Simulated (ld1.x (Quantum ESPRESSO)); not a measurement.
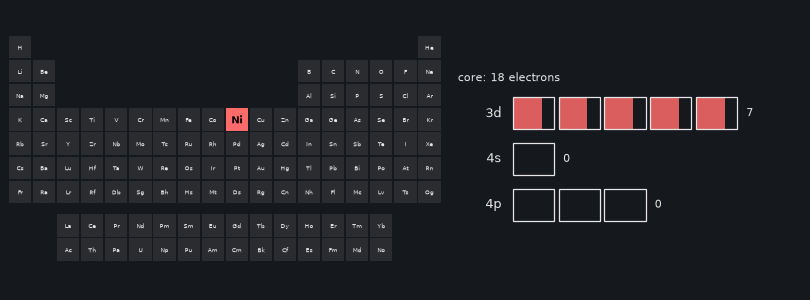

**Figure 1.** Left, the place of nickel in the periodic table; right, the valence shells of the reference configuration: a box for each of the 2l + 1 orbitals, shaded by the share of the shell that is filled, with the electron count at the right.

**Ni: pseudopotential generation (part 1 of 2)**

Nickel (Ni, Z = 28), core [Ar], reference valence 3d7 4s0 4p0 (an ion of charge +3), valence charge 10. Level asked for: RRKJ potential, PBE, scalar-relativistic, made with ld1.x (Quantum ESPRESSO) 7.5.

Input:
```
 &input
   title='Ni', zed=28., rel=1, dft='PBE', iswitch=3,
   config='[Ar] 3d7 4s0 4p0',
   nld=3, rlderiv=2.00, eminld=-5.0, emaxld=5.0, deld=0.02
 /
 &inputp
   pseudotype=2, tm=.false., rho0=0.01, lloc=1,
   nlcc=.false.,
   file_pseudopw='Ni.UPF', file_wfcaegen='ae.wfc', file_wfcncgen='nc.wfc', file_beta='beta', file_chi='chi'
 /
3
4S  1  0   0.00   0.00  1.85  1.85  0.0
3D  3  2   7.00   0.00  0.70  0.70  0.0
4P  2  1   0.00   0.00  1.80  1.80  0.0
 &test
   configts(1)='3d7 4s0 4p0'
 /
```

Hardware: 1 CPU thread, shared host.

Run as:
```bash
ld1.x < Ni.in > Ni.out
```

The program's output:
```
     Program LD1 v.7.5
     --------------------------- All-electron run ----------------------------

     Ni
     scalar relativistic calculation

     atomic number is 28.00
     dft =PBE   lsd =0 sic =0 latt =0  beta=0.20 tr2=1.0E-14
     Exchange-correlation= PBE
                           (   1   4   3   4   0   0   0)
     mesh =1195 r(mesh) =  98.77016 a.u. xmin = -7.00 dx = 0.01250
     1 Ry =  13.60569312 eV, c = 137.03599908

     n l     nl                  e(Ry)          e(Ha)          e(eV)
     1 0     1S 1( 2.00)      -606.5502      -303.2751     -8252.5362
     2 0     2S 1( 2.00)       -75.1329       -37.5665     -1022.2353
     2 1     2P 1( 6.00)       -65.0518       -32.5259      -885.0746
     3 0     3S 1( 2.00)       -11.0676        -5.5338      -150.5830
     3 1     3P 1( 6.00)        -8.1368        -4.0684      -110.7069
     3 2     3D 1( 7.00)        -3.4591        -1.7295       -47.0633
     4 0     4S 1( 0.00)        -2.4604        -1.2302       -33.4755
     4 1     4P 1( 0.00)        -1.8705        -0.9352       -25.4493

     final scf error:  7.1E-15 reached in  40 iterations

     Etot =   -3036.363194 Ry,   -1518.181597 Ha,  -41311.825831 eV

     Ekin =    3078.719297 Ry,    1539.359648 Ha,   41888.109963 eV
     Encl =   -7215.364903 Ry,   -3607.682451 Ha,  -98170.040635 eV
     Eh   =    1224.632686 Ry,     612.316343 Ha,   16661.976513 eV
     Exc  =    -124.350274 Ry,     -62.175137 Ha,   -1691.871672 eV

     normalization and overlap integrals

     s(1S/1S) =  1.000000  <r> =   0.0541  <r2> =    0.0039  r(max) =   0.0353
     s(2S/2S) =  1.000000  <r> =   0.2449  <r2> =    0.0708  r(max) =   0.2055
     s(2P/2P) =  1.000000  <r> =   0.2153  <r2> =    0.0569  r(max) =   0.1641
     s(3S/3S) =  1.000000  <r> =   0.7354  <r2> =    0.6236  r(max) =   0.6410
     s(3P/3P) =  1.000000  <r> =   0.7692  <r2> =    0.6960  r(max) =   0.6410
     s(3D/3D) =  1.000000  <r> =   0.8961  <r2> =    1.0188  r(max) =   0.6174
     s(4S/4S) =  1.000000  <r> =   2.1252  <r2> =    5.0952  r(max) =   1.8782
     s(4P/4P) =  1.000000  <r> =   2.4461  <r2> =    6.7734  r(max) =   2.1550

     ------------------------ End of All-electron run ------------------------

     --------------------- Generating NC pseudopotential ---------------------

      Generating local pot.: lloc=1, matching radius rcloc =   1.8000

      Wfc   4S  rcut= 1.855  Estimated cut-off energy=       12.81 Ry
      Using 4 Bessel functions for this wfc, rho(0) = 0.010
     l=   0 Node at 0.00003257
     l=   0 Node at 0.00003298
     l=   0 Node at 0.00003339
     l=   0 Node at 0.00003381
     l=   0 Node at 0.00003424
     l=   0 Node at 0.00003467
     l=   0 Node at 0.00003510
     l=   0 Node at 0.00003555
     l=   0 Node at 0.00003599
     l=   0 Node at 0.00003645
     l=   0 Node at 0.00003690
     l=   0 Node at 0.00003737
     l=   0 Node at 0.00003784
     l=   0 Node at 0.00003831
     l=   0 Node at 0.00003880
     l=   0 Node at 0.00003928
     l=   0 Node at 0.00003978
     l=   0 Node at 0.00004028
     l=   0 Node at 0.00004078
     l=   0 Node at 0.00004130
     l=   0 Node at 0.00004182
     l=   0 Node at 0.00004234
     l=   0 Node at 0.00004288
     l=   0 Node at 0.00004342
     l=   0 Node at 0.00004396
     l=   0 Node at 0.00004451
     l=   0 Node at 0.00004507
     l=   0 Node at 0.00004564
     l=   0 Node at 0.00004622
     l=   0 Node at 0.00004680
     l=   0 Node at 0.00004739
     l=   0 Node at 0.00004798
     l=   0 Node at 0.00004858
     l=   0 Node at 0.00004920
     l=   0 Node at 0.00004981
     l=   0 Node at 0.00005044
     l=   0 Node at 0.00005108
     l=   0 Node at 0.00005172
     l=   0 Node at 0.00005237
     l=   0 Node at 0.00005303
     l=   0 Node at 0.00005369
     l=   0 Node at 0.00005437
     l=   0 Node at 0.00005505
     l=   0 Node at 0.00005575
     l=   0 Node at 0.00005645
     l=   0 Node at 0.00005716
     l=   0 Node at 0.00005788
     l=   0 Node at 0.00005860
     l=   0 Node at 0.00005934
     l=   0 Node at 0.00006009
     l=   0 Node at 0.00006084
     l=   0 Node at 0.00006161
     l=   0 Node at 0.00006238
     l=   0 Node at 0.00006317
     l=   0 Node at 0.00006396
     l=   0 Node at 0.00006477
     l=   0 Node at 0.00006558
     l=   0 Node at 0.00006641
     l=   0 Node at 0.00006724
     l=   0 Node at 0.00006809
     l=   0 Node at 0.00006894
     l=   0 Node at 0.00006981
     l=   0 Node at 0.00007069
     l=   0 Node at 0.00007158
     l=   0 Node at 0.00007248
     l=   0 Node at 0.00007339
     l=   0 Node at 0.00007431
     l=   0 Node at 0.00007525
     l=   0 Node at 0.00007620
     l=   0 Node at 0.00007715
     l=   0 Node at 0.00007812
     l=   0 Node at 0.00007911
     l=   0 Node at 0.00008010
     l=   0 Node at 0.00008111
     l=   0 Node at 0.00008213
     l=   0 Node at 0.00008316
     l=   0 Node at 0.00008421
     l=   0 Node at 0.00008527
     l=   0 Node at 0.00008634
     l=   0 Node at 0.00008743
     l=   0 Node at 0.00008853
     l=   0 Node at 0.00008964
     l=   0 Node at 0.00009077
     l=   0 Node at 0.00009191
     l=   0 Node at 0.00009307
     l=   0 Node at 0.00009424
     l=   0 Node at 0.00009542
     l=   0 Node at 0.00009662
     l=   0 Node at 0.00009784
     l=   0 Node at 0.00009907
     l=   0 Node at 0.00010031
     l=   0 Node at 0.00010158
     l=   0 Node at 0.00010285
     l=   0 Node at 0.00010415
     l=   0 Node at 0.00010546
     l=   0 Node at 0.00010678
     l=   0 Node at 0.00010813
     l=   0 Node at 0.00010949
     l=   0 Node at 0.00011086
     l=   0 Node at 0.00011226
     l=   0 Node at 0.00011367
     l=   0 Node at 0.00011510
     l=   0 Node at 0.00011655
     l=   0 Node at 0.00011801
     l=   0 Node at 0.00011950
     l=   0 Node at 0.00012100
     l=   0 Node at 0.00012252
     l=   0 Node at 0.00012407
     l=   0 Node at 0.00012563
     l=   0 Node at 0.00012721
     l=   0 Node at 0.00012881
     l=   0 Node at 0.00013043
     l=   0 Node at 0.00013207
     l=   0 Node at 0.00013373
     l=   0 Node at 0.00013541
     l=   0 Node at 0.00013711
     l=   0 Node at 0.00013884
     l=   0 Node at 0.00014058
     l=   0 Node at 0.00014235
     l=   0 Node at 0.00014414
     l=   0 Node at 0.00014596
     l=   0 Node at 0.00014779
     l=   0 Node at 0.00014965
     l=   0 Node at 0.00015153
     l=   0 Node at 0.00015344
     l=   0 Node at 0.00015537
     l=   0 Node at 0.00015732
     l=   0 Node at 0.00015930
     l=   0 Node at 0.00016131
     l=   0 Node at 0.00016334
     l=   0 Node at 0.00016539
     l=   0 Node at 0.00016747
     l=   0 Node at 0.00016958
     l=   0 Node at 0.00017171
     l=   0 Node at 0.00017387
     l=   0 Node at 0.00017606
     l=   0 Node at 0.00017827
     l=   0 Node at 0.00018051
     l=   0 Node at 0.00018278
     l=   0 Node at 0.00018508
     l=   0 Node at 0.00018741
     l=   0 Node at 0.00018977
     l=   0 Node at 0.00019216
     l=   0 Node at 0.00019457
     l=   0 Node at 0.00019702
     l=   0 Node at 0.00019950
     l=   0 Node at 0.00020201
     l=   0 Node at 0.00020455
     l=   0 Node at 0.00020712
     l=   0 Node at 0.00020973
     l=   0 Node at 0.00021236
     l=   0 Node at 0.00021504
     l=   0 Node at 0.00021774
     l=   0 Node at 0.00022048
     l=   0 Node at 0.00022325
     l=   0 Node at 0.00022606
     l=   0 Node at 0.00022890
     l=   0 Node at 0.00023178
     l=   0 Node at 0.00023470
     l=   0 Node at 0.00023765
     l=   0 Node at 0.00024064
     l=   0 Node at 0.00024367
     l=   0 Node at 0.00024673
     l=   0 Node at 0.00024984
     l=   0 Node at 0.00025298
     l=   0 Node at 0.00025616
     l=   0 Node at 0.00025938
     l=   0 Node at 0.00026265
     l=   0 Node at 0.00026595
     l=   0 Node at 0.00026929
     l=   0 Node at 0.00027268
     l=   0 Node at 0.00027611
     l=   0 Node at 0.00027958
     l=   0 Node at 0.00028310
     l=   0 Node at 0.00028666
     l=   0 Node at 0.00029027
     l=   0 Node at 0.00029392
     l=   0 Node at 0.00029762
     l=   0 Node at 0.00030136
     l=   0 Node at 0.00030515
     l=   0 Node at 0.00030899
     l=   0 Node at 0.00031288
     l=   0 Node at 0.00031681
     l=   0 Node at 0.00032080
     l=   0 Node at 0.00032483
     l=   0 Node at 0.00032892
     l=   0 Node at 0.00033305
     l=   0 Node at 0.00033724
     l=   0 Node at 0.00034149
     l=   0 Node at 0.00034578
     l=   0 Node at 0.00035013
     l=   0 Node at 0.00035453
     l=   0 Node at 0.00035899
     l=   0 Node at 0.00036351
     l=   0 Node at 0.00036808
     l=   0 Node at 0.00037271
     l=   0 Node at 0.00037740
     l=   0 Node at 0.00038215
     l=   0 Node at 0.00038695
     l=   0 Node at 0.00039182
     l=   0 Node at 0.00039675
     l=   0 Node at 0.00040174
     l=   0 Node at 0.00040679
     l=   0 Node at 0.00041191
     l=   0 Node at 0.00041709
     l=   0 Node at 0.00042234
     l=   0 Node at 0.00042765
     l=   0 Node at 0.00043303
     l=   0 Node at 0.00043848
     l=   0 Node at 0.00044399
     l=   0 Node at 0.00044958
     l=   0 Node at 0.00045523
     l=   0 Node at 0.00046096
     l=   0 Node at 0.00046676
     l=   0 Node at 0.00047263
     l=   0 Node at 0.00047857
     l=   0 Node at 0.00048459
     l=   0 Node at 0.00049069
     l=   0 Node at 0.00049686
     l=   0 Node at 0.00050311
     l=   0 Node at 0.00050944
     l=   0 Node at 0.00051584
     l=   0 Node at 0.00052233
     l=   0 Node at 0.00052890
     l=   0 Node at 0.00053556
     l=   0 Node at 0.00054229
     l=   0 Node at 0.00054911
     l=   0 Node at 0.00055602
     l=   0 Node at 0.00056301
     l=   0 Node at 0.00057010
     l=   0 Node at 0.00057727
     l=   0 Node at 0.00058453
     l=   0 Node at 0.00059188
     l=   0 Node at 0.00059933
     l=   0 Node at 0.00060686
     l=   0 Node at 0.00061450
     l=   0 Node at 0.00062223
     l=   0 Node at 0.00063005
     l=   0 Node at 0.00063798
     l=   0 Node at 0.00064600
     l=   0 Node at 0.00065413
     l=   0 Node at 0.00066236
     l=   0 Node at 0.00067069
     l=   0 Node at 0.00067913
     l=   0 Node at 0.00068767
     l=   0 Node at 0.00069632
     l=   0 Node at 0.00070508
     l=   0 Node at 0.00071395
     l=   0 Node at 0.00072293
     l=   0 Node at 0.00073202
     l=   0 Node at 0.00074123
     l=   0 Node at 0.00075055
     l=   0 Node at 0.00075999
     l=   0 Node at 0.00076955
     l=   0 Node at 0.00077923
     l=   0 Node at 0.00078903
     l=   0 Node at 0.00079896
     l=   0 Node at 0.00080901
     l=   0 Node at 0.00081918
     l=   0 Node at 0.00082949
     l=   0 Node at 0.00083992
     l=   0 Node at 0.00085048
     l=   0 Node at 0.00086118
     l=   0 Node at 0.00087201
     l=   0 Node at 0.00088298
     l=   0 Node at 0.00089409
     l=   0 Node at 0.00090534
     l=   0 Node at 0.00091672
     l=   0 Node at 0.00092825
     l=   0 Node at 0.00093993
     l=   0 Node at 0.00095175
     l=   0 Node at 0.00096373
     l=   0 Node at 0.00097585
     l=   0 Node at 0.00098812
     l=   0 Node at 0.00100055
     l=   0 Node at 0.00101314
     l=   0 Node at 0.00102588
     l=   0 Node at 0.00103878
     l=   0 Node at 0.00105185
     l=   0 Node at 0.00106508
     l=   0 Node at 0.00107848
     l=   0 Node at 0.00109204
     l=   0 Node at 0.00110578
     l=   0 Node at 0.00111969
     l=   0 Node at 0.00113377
     l=   0 Node at 0.00114803
     l=   0 Node at 0.00116247
     l=   0 Node at 0.00117710
     l=   0 Node at 0.00119190
     l=   0 Node at 0.00120689
     l=   0 Node at 0.00122208
     l=   0 Node at 0.00123745
     l=   0 Node at 0.00125301
     l=   0 Node at 0.00126877
     l=   0 Node at 0.00128473
     l=   0 Node at 0.00130089
     l=   0 Node at 0.00131726
     l=   0 Node at 0.00133383
     l=   0 Node at 0.00135060
     l=   0 Node at 0.00136759
     l=   0 Node at 0.00138479
     l=   0 Node at 0.00140221
     l=   0 Node at 0.00141985
     l=   0 Node at 0.00143771
     l=   0 Node at 0.00145579
     l=   0 Node at 0.00147410
     l=   0 Node at 0.00149265
     l=   0 Node at 0.00151142
     l=   0 Node at 0.00153043
     l=   0 Node at 0.00154968
     l=   0 Node at 0.00156918
     l=   0 Node at 0.00158891
     l=   0 Node at 0.00160890
     l=   0 Node at 0.00162914
     l=   0 Node at 0.00164963
     l=   0 Node at 0.00167038
     l=   0 Node at 0.00169139
     l=   0 Node at 0.00171267
     l=   0 Node at 0.00173421
     l=   0 Node at 0.00175602
     l=   0 Node at 0.00177811
     l=   0 Node at 0.00180048
     l=   0 Node at 0.00182312
     l=   0 Node at 0.00184605
     l=   0 Node at 0.00186928
     l=   0 Node at 0.00189279
     l=   0 Node at 0.00191660
     l=   0 Node at 0.00194070
     l=   0 Node at 0.00196512
     l=   0 Node at 0.00198983
     l=   0 Node at 0.00201486
     l=   0 Node at 0.00204021
     l=   0 Node at 0.00206587
     l=   0 Node at 0.00209185
     l=   0 Node at 0.00211817
     l=   0 Node at 0.00214481
     l=   0 Node at 0.00217179
     l=   0 Node at 0.00219911
     l=   0 Node at 0.00222677
     l=   0 Node at 0.00225478
     l=   0 Node at 0.00228314
     l=   0 Node at 0.00231186
     l=   0 Node at 0.00234094
     l=   0 Node at 0.00237038
     l=   0 Node at 0.00240020
     l=   0 Node at 0.00243039
     l=   0 Node at 0.00246096
     l=   0 Node at 0.00249191
     l=   0 Node at 0.00252326
     l=   0 Node at 0.00255500
     l=   0 Node at 0.00258713
     l=   0 Node at 0.00261968
     l=   0 Node at 0.00265263
     l=   0 Node at 0.00268599
     l=   0 Node at 0.00271978
     l=   0 Node at 0.00275399
     l=   0 Node at 0.00278863
     l=   0 Node at 0.00282371
     l=   0 Node at 0.00285923
     l=   0 Node at 0.00289519
     l=   0 Node at 0.00293161
     l=   0 Node at 0.00296848
     l=   0 Node at 0.00300582
     l=   0 Node at 0.00304363
     l=   0 Node at 0.00308191
     l=   0 Node at 0.00312068
     l=   0 Node at 0.00315993
     l=   0 Node at 0.00319968
     l=   0 Node at 0.00323993
     l=   0 Node at 0.00328068
     l=   0 Node at 0.00332195
     l=   0 Node at 0.00336373
     l=   0 Node at 0.00340604
     l=   0 Node at 0.00344888
     l=   0 Node at 0.00349227
     l=   0 Node at 0.00353619
     l=   0 Node at 0.00358067
     l=   0 Node at 0.00362571
     l=   0 Node at 0.00367132
     l=   0 Node at 0.00371750
     l=   0 Node at 0.00376426
     l=   0 Node at 0.00381161
     l=   0 Node at 0.00385955
     l=   0 Node at 0.00390810
     l=   0 Node at 0.00395726
     l=   0 Node at 0.00400703
     l=   0 Node at 0.00405743
     l=   0 Node at 0.00410847
     l=   0 Node at 0.00416015
     l=   0 Node at 0.00421248
     l=   0 Node at 0.00426546
     l=   0 Node at 0.00431912
     l=   0 Node at 0.00437344
     l=   0 Node at 0.00442846
     l=   0 Node at 0.00448416
     l=   0 Node at 0.00454056
     l=   0 Node at 0.00459768
     l=   0 Node at 0.00465551
     l=   0 Node at 0.00471407
     l=   0 Node at 0.00477336
     l=   0 Node at 0.00483340
     l=   0 Node at 0.00489420
     l=   0 Node at 0.00495576
     l=   0 Node at 0.00501810
     l=   0 Node at 0.00508122
     l=   0 Node at 0.00514513
     l=   0 Node at 0.00520985
     l=   0 Node at 0.00527538
     l=   0 Node at 0.00534174
     l=   0 Node at 0.00540893
     l=   0 Node at 0.00547696
     l=   0 Node at 0.00554585
     l=   0 Node at 0.00561561
     l=   0 Node at 0.00568625
     l=   0 Node at 0.00575777
     l=   0 Node at 0.00583020
     l=   0 Node at 0.00590353
     l=   0 Node at 0.00597779
     l=   0 Node at 0.00605298
     l=   0 Node at 0.00612912
     l=   0 Node at 0.00620621
     l=   0 Node at 0.00628428
     l=   0 Node at 0.00636332
     l=   0 Node at 0.00644336
     l=   0 Node at 0.00652441
     l=   0 Node at 0.00660648
     l=   0 Node at 0.00668958
     l=   0 Node at 0.00677372
     l=   0 Node at 0.00685893
     l=   0 Node at 0.00694520
     l=   0 Node at 0.00703256
     l=   0 Node at 0.00712102
     l=   0 Node at 0.00721059
     l=   0 Node at 0.00730129
     l=   0 Node at 0.00739313
     l=   0 Node at 0.00748612
     l=   0 Node at 0.00758028
     l=   0 Node at 0.00767563
     l=   0 Node at 0.00777218
     l=   0 Node at 0.00786994
     l=   0 Node at 0.00796893
     l=   0 Node at 0.00806917
     l=   0 Node at 0.00817067
     l=   0 Node at 0.00827344
     l=   0 Node at 0.00837751
     l=   0 Node at 0.00848289
     l=   0 Node at 0.00858959
     l=   0 Node at 0.00869763
     l=   0 Node at 0.00880703
     l=   0 Node at 0.00891781
     l=   0 Node at 0.00902999
     l=   0 Node at 0.00914357
     l=   0 Node at 0.00925858
     l=   0 Node at 0.00937504
     l=   0 Node at 0.00949296
     l=   0 Node at 0.00961237
     l=   0 Node at 0.00973328
     l=   0 Node at 0.00985571
     l=   0 Node at 0.00997968
     l=   0 Node at 0.01010521
     l=   0 Node at 0.01023231
     l=   0 Node at 0.01036102
     l=   0 Node at 0.01049135
     l=   0 Node at 0.01062331
     l=   0 Node at 0.01075694
     l=   0 Node at 0.01089224
     l=   0 Node at 0.01102925
     l=   0 Node at 0.01116798
     l=   0 Node at 0.01130846
     l=   0 Node at 0.01145070
     l=   0 Node at 0.01159473
     l=   0 Node at 0.01174057
     l=   0 Node at 0.01188825
     l=   0 Node at 0.01203779
     l=   0 Node at 0.01218921
     l=   0 Node at 0.01234253
     l=   0 Node at 0.01249778
     l=   0 Node at 0.01265498
     l=   0 Node at 0.01281416
     l=   0 Node at 0.01297534
     l=   0 Node at 0.01313855
     l=   0 Node at 0.01330381
     l=   0 Node at 0.01347116
     l=   0 Node at 0.01364060
     l=   0 Node at 0.01381218
     l=   0 Node at 0.01398592
     l=   0 Node at 0.01416184
     l=   0 Node at 0.01433997
     l=   0 Node at 0.01452034
     l=   0 Node at 0.01470299
     l=   0 Node at 0.01488793
     l=   0 Node at 0.01507520
     l=   0 Node at 0.01526482
     l=   0 Node at 0.01545683
     l=   0 Node at 0.01565125
     l=   0 Node at 0.01584812
     l=   0 Node at 0.01604746
     l=   0 Node at 0.01624932
     l=   0 Node at 0.01645371
     l=   0 Node at 0.01666067
     l=   0 Node at 0.01687023
     l=   0 Node at 0.01708244
     l=   0 Node at 0.01729731
     l=   0 Node at 0.01751488
     l=   0 Node at 0.01773519
     l=   0 Node at 0.01795827
     l=   0 Node at 0.01818416
     l=   0 Node at 0.01841289
     l=   0 Node at 0.01864449
     l=   0 Node at 0.01887901
     l=   0 Node at 0.01911648
     l=   0 Node at 0.01935694
     l=   0 Node at 0.01960042
     l=   0 Node at 0.01984696
     l=   0 Node at 0.02009660
     l=   0 Node at 0.02034939
     l=   0 Node at 0.02060535
     l=   0 Node at 0.02086453
     l=   0 Node at 0.02112698
     l=   0 Node at 0.02139272
     l=   0 Node at 0.02166181
     l=   0 Node at 0.02193428
     l=   0 Node at 0.02221018
     l=   0 Node at 0.02248955
     l=   0 Node at 0.02277243
     l=   0 Node at 0.02305888
     l=   0 Node at 0.02334892
     l=   0 Node at 0.02364261
     l=   0 Node at 0.02394000
     l=   0 Node at 0.02424113
     l=   0 Node at 0.02454605
     l=   0 Node at 0.02485480
```

(Continued in part 2.) Outcome of the run: ended with an error.
